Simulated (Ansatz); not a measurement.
**C2H5F (SMILES CCF) at wB97M-V/aug-cc-pVDZ**

What is the electronic atomisation energy of C2H5F at wB97M-V/aug-cc-pVDZ? 

Program for the calculation: Ansatz 0.2.0.

52 further runs of the same task are left out: 52 set aside as unsound or not needed.

**1. The molecule**

C2H5F: 8 atoms, total charge 0, spin state singlet. As SMILES, `CCF`. Geometry: relaxed at PBE0-D4/def2-TZVP.

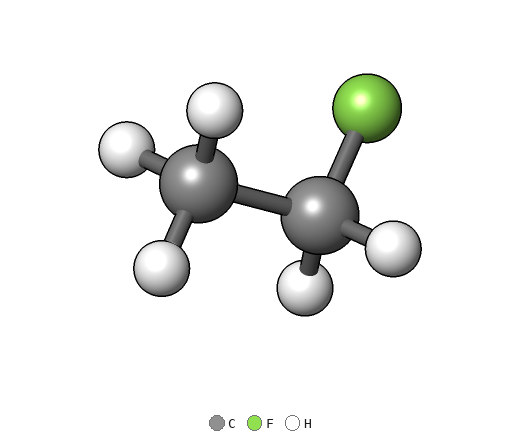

Viewed from a chosen angle; carbon grey, fluorine green, hydrogen white.

**2. A single-point energy at wB97M-V/aug-cc-pVDZ**

job.yaml

```yaml
crystal:
  periodic: [false, false, false]
  atoms:
    - {symbol: C, position_ang: [-0.431700, 0.566900, -0.264600]}
    - {symbol: C, position_ang: [0.378400, -0.599100, 0.230500]}
    - {symbol: F, position_ang: [1.663300, -0.186400, 0.546500]}
    - {symbol: H, position_ang: [-1.443900, 0.237400, -0.512600]}
    - {symbol: H, position_ang: [0.018600, 0.998500, -1.160400]}
    - {symbol: H, position_ang: [-0.500300, 1.343000, 0.499800]}
    - {symbol: H, position_ang: [0.464000, -1.381500, -0.529800]}
    - {symbol: H, position_ang: [-0.056300, -1.036000, 1.134800]}
basis:
  gaussian: {orbitals: aug-cc-pVDZ}
hamiltonian: {xc: {name: wB97M-V}}
accuracy: high
output: {orbitals: {seedname: orbitals}}
```

Command:

```
$ ansatz run job.yaml --threads 1 --pin off --max-ram 3480MiB --events-out events.jsonl --progress --plain --runs-dir runs
```

Log:

```text
Warning: RAYON_NUM_THREADS=1 ignored (pool sized by the plan → 1); use --threads N
Functional definition: wB97M-V
  name "wB97M-V"
  parameter omega = 0.3/bohr
  parameter cx = 0.15
  parameter cx01 = 1.007
  parameter cx10 = 0.259
  parameter css00 = 0.443
  parameter css04 = -1.437
  parameter css10 = -4.535
  parameter css20 = -3.390
  parameter css43 = 4.278
  parameter cos00 = 1.000
  parameter cos10 = 1.358
  parameter cos20 = 2.924
  parameter cos21 = -8.812
  parameter cos60 = -1.390
  parameter cos61 = 9.142
  parameter b = 6.0
  parameter c = 0.01
  gx(w, u) = 1 - cx + cx01*u + cx10*w
  gss(w, u) = css00 + css04*u^4 + css10*w + css20*w^2 + css43*w^4*u^3
  gos(w, u) = cos00 + cos10*w + (cos20 + cos21*u)*w^2 + (cos60 + cos61*u)*w^6
  exchange = spin_sum(e_x_unif_sr(omega)*gx(b97_w, b97_u_x)) + cx*exact_x_sr(omega) + exact_x_lr(omega)
  correlation = spin_sum(e_c_pw_mod_same_spin*gss(b97_w, b97_u_same))
      + integral(e_c_pw_mod_opposite_spin*gos(b97_w_opposite, b97_u_opposite)) + vv10(b, c)
2297 factors; integrals over basis functions are off by at most 3.2e-9 eV
454 factors; integrals over basis functions are off by at most 2.6e-9 eV
mean field evaluation 1: about -4867.7883 eV, gradient 3.7e1 eV
mean field evaluation 2: about -4869.4138 eV, gradient 2.7e1 eV
mean field evaluation 4: about -4870.8742 eV, gradient 1.6e0 eV
mean field evaluation 8: about -4870.8819 eV, gradient 2.8e-2 eV
mean field evaluation 16: about -4870.8819 eV, gradient 1.7e-6 eV
mean field -4870.88187219 eV, -179.0016072006 hartree, gradient 8.8e-8 eV, S^2 0.000000; 0 other end points of the search recorded, 0 dependent functions left out
reference -4870.88188167 eV, -179.0016075492 hartree; 13, 13 occupied and 101, 101 virtual orbitals, 2297 factors
Total energy: -4870.88188167 eV, -179.0016075492 hartree
```

Wall time 32 s (1 thread of Intel Xeon Platinum 8375C at 2.90GHz (Ice Lake), shared host); peak memory 0.63 GiB.

**3. The C atom, same level**

job.yaml

```yaml
crystal:
  periodic: [false, false, false]
  atoms:
    - {symbol: C, position_ang: [0.000000, 0.000000, 0.000000]}
basis:
  gaussian: {orbitals: aug-cc-pVDZ}
magnetization: {spin_polarized: true, initial_magnetization: 2}
hamiltonian: {xc: {name: wB97M-V}}
accuracy: high
```

Command:

```
$ ansatz run job.yaml --threads 1 --pin off --max-ram 3480MiB --events-out events.jsonl --progress --plain --runs-dir runs
```

Log (excerpt; [...] marks lines left out):

```text
Warning: RAYON_NUM_THREADS=1 ignored (pool sized by the plan → 1); use --threads N
[... 2 set-up lines as earlier in the session ...]
[...]
  gx(w, u) = 1 - cx + cx01*u + cx10*w
  gss(w, u) = css00 + css04*u^4 + css10*w + css20*w^2 + css43*w^4*u^3
  gos(w, u) = cos00 + cos10*w + (cos20 + cos21*u)*w^2 + (cos60 + cos61*u)*w^6
[...]
      + integral(e_c_pw_mod_opposite_spin*gos(b97_w_opposite, b97_u_opposite)) + vv10(b, c)
195 factors; integrals over basis functions are off by at most 2.5e-9 eV
102 factors; integrals over basis functions are off by at most 1.6e-9 eV
[...]
mean field -1029.71238744 eV, -37.8412322744 hartree, gradient 2.5e-9 eV, S^2 2.002057; 0 other end points of the search recorded, 0 dependent functions left out
reference -1029.71238992 eV, -37.8412323653 hartree; 4, 2 occupied and 19, 21 virtual orbitals, 195 factors
Total energy: -1029.71238992 eV, -37.8412323653 hartree
```

It took 2.1 s on 1 thread of Intel Xeon Platinum 8375C at 2.90GHz (Ice Lake), shared host; peak memory 0.18 GiB.

**4. The F atom at the same level**

molecule.yaml

```yaml
crystal:
  periodic: [false, false, false]
  atoms:
    - {symbol: F, position_ang: [0.000000, 0.000000, 0.000000]}
basis:
  gaussian:
    orbitals: aug-cc-pVDZ
accuracy: high
magnetization:
  spin_polarized: true
  initial_magnetization: 1
hamiltonian:
  xc: {name: wB97M-V}
```

Run the same way, it converges to -99.71550 Eh (log not shown).

**5. The H atom**

run.yaml

```yaml
crystal:
  periodic: [false, false, false]
  atoms:
    - {symbol: H, position_ang: [0.000000, 0.000000, 0.000000]}
basis:
  gaussian:
    orbitals: aug-cc-pVDZ
magnetization:
  spin_polarized: true
  initial_magnetization: 1
hamiltonian:
  xc: {name: wB97M-V}
accuracy: high
```

Run the same way, it converges to -0.49284 Eh (log not shown).

**6. Results**

At wB97M-V/aug-cc-pVDZ:

| quantity | value |
| --- | --- |
| molecule: total energy | -179.00161 Eh |
| molecule: HOMO energy | -11.80 eV |
| molecule: LUMO energy | 0.45 eV |
| molecule: HOMO–LUMO gap | 12.25 eV |
| C atom: total energy | -37.84123 Eh |
| C atom: ⟨S²⟩ | 2.002 |
| F atom: total energy | -99.71550 Eh |
| F atom: ⟨S²⟩ | 0.752 |
| H atom: total energy | -0.49284 Eh |
| H atom: ⟨S²⟩ | 0.750 |
| electronic atomisation energy | 31.006 eV |

Taking the molecule apart into free atoms costs 31.01 eV (715 kcal/mol), before zero-point energy and without spin-orbit coupling.
